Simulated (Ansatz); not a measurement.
# BLYP/3-21G run of HS− (hydrosulfide)

Aim: the energy change on altering one bond length of HS− (hydrosulfide) at BLYP/3-21G, from 2 runs. 

Program for the calculation: Ansatz 0.2.0.

3 further runs of the same task are left out: 2 that didn't finish, 1 set aside as unsound or not needed.

### Step 1. The system as given

HS−: 2 atoms, total charge -1, spin state singlet. SMILES: `[SH-]`. The shape is that of a PBE0-D4/def2-TZVPD optimisation.

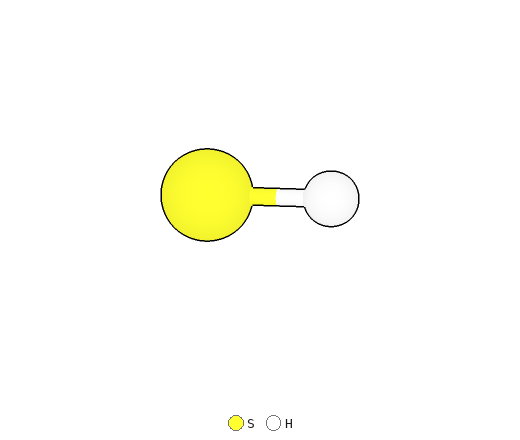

Viewed from a chosen angle; sulfur yellow, hydrogen white.

### Step 2. A single-point energy at BLYP/3-21G

job.yaml reads:

```yaml
crystal:
  periodic: [false, false, false]
  atoms:
    - {symbol: S, position_ang: [0.574700, -0.187900, 0.295500]}
    - {symbol: H, position_ang: [-0.574700, 0.187900, -0.295500]}
basis:
  gaussian:
    orbitals: 3-21G.json
total_charge: -1
hamiltonian:
  xc: {name: BLYP}
accuracy: high
```

The basis set 3-21G is read from a file made from the Basis Set Exchange's data (not shown).

Run with:

```sh
$ ansatz run job.yaml --threads 1 --pin off --max-ram 2610MiB --events-out events.jsonl --progress --plain --runs-dir runs
```

What it wrote:

```text
Warning: RAYON_NUM_THREADS=1 ignored (pool sized by the plan → 1); use --threads N
Functional definition: BLYP
  name "BLYP"
  parameter beta = 0.0042
  parameter a = 0.04918
  parameter b = 0.132
  parameter c = 0.2533
  parameter d = 0.349
  exchange = b88_x(beta = beta)
  correlation = lyp_c(a = a, b = b, c = c, d = d)
269 factors; integrals over basis functions are off by at most 3.6e-9 eV
mean field evaluation 1: about -10797.3912 eV, gradient 1.1e1 eV
mean field evaluation 2: about -10797.4102 eV, gradient 1.0e1 eV
mean field evaluation 4: about -10797.7029 eV, gradient 9.7e-2 eV
mean field evaluation 8: about -10797.6979 eV, gradient 8.3e-4 eV
mean field -10797.69788816 eV, -396.8080784475 hartree, gradient 2.7e-8 eV, S^2 0.000000; 0 other end points of the search recorded, 0 dependent functions left out
reference -10797.69791878 eV, -396.8080795725 hartree; 9, 9 occupied and 6, 6 virtual orbitals, 269 factors
Total energy: -10797.69791878 eV, -396.8080795725 hartree
```

Wall time 0.32 s (1 thread of Arm Neoverse V2, shared host).

### Step 3. The distorted shape at the same level

in.yaml reads:

```yaml
basis:
  gaussian:
    orbitals: 3-21G.json
crystal:
  periodic: [false, false, false]
  atoms:
    - {symbol: S, position_ang: [0.862085, -0.281862, 0.443268]}
    - {symbol: H, position_ang: [-0.574700, 0.187900, -0.295500]}
total_charge: -1
hamiltonian:
  xc: {name: BLYP}
accuracy: high
```

The basis set 3-21G is read from a file made from the Basis Set Exchange's data (not shown).

Run with:

```sh
$ ansatz run in.yaml --threads 1 --pin off --max-ram 2610MiB --events-out events.jsonl --progress --plain --runs-dir runs
```

What it wrote (excerpt; [...] marks lines left out):

```text
Warning: RAYON_NUM_THREADS=1 ignored (pool sized by the plan → 1); use --threads N
[... 9 set-up lines as earlier in the session ...]
269 factors; integrals over basis functions are off by at most 3.7e-9 eV
mean field evaluation 1: about -10796.7777 eV, gradient 1.4e1 eV
mean field evaluation 2: about -10796.1642 eV, gradient 1.9e1 eV
mean field evaluation 4: about -10797.2736 eV, gradient 1.7e-1 eV
mean field evaluation 8: about -10797.2709 eV, gradient 1.1e-3 eV
mean field evaluation 16: about -10797.2709 eV, gradient 4.5e-8 eV
mean field -10797.27094970 eV, -396.7923887484 hartree, gradient 4.5e-8 eV, S^2 0.000000; 0 other end points of the search recorded, 0 dependent functions left out
reference -10797.27098104 eV, -396.7923899001 hartree; 9, 9 occupied and 6, 6 virtual orbitals, 269 factors
Total energy: -10797.27098104 eV, -396.7923899001 hartree
```

Run time: 0.32 s. Hardware: 1 thread of Arm Neoverse V2, shared host.

### Step 4. Summary of results

At BLYP/3-21G:

| quantity | value |
| --- | --- |
| first shape: total energy | -396.80808 Eh |
| distorted shape: total energy | -396.79239 Eh |
| energy change with the S1–H2 bond stretched from 1.346 to 1.682 Å | 0.427 eV |

**Reading.** With the S1–H2 bond stretched from 1.346 to 1.682 Å the energy rises by 0.43 eV (9.8 kcal/mol). The first shape isn't relaxed at this level, so the change isn't measured from a minimum.
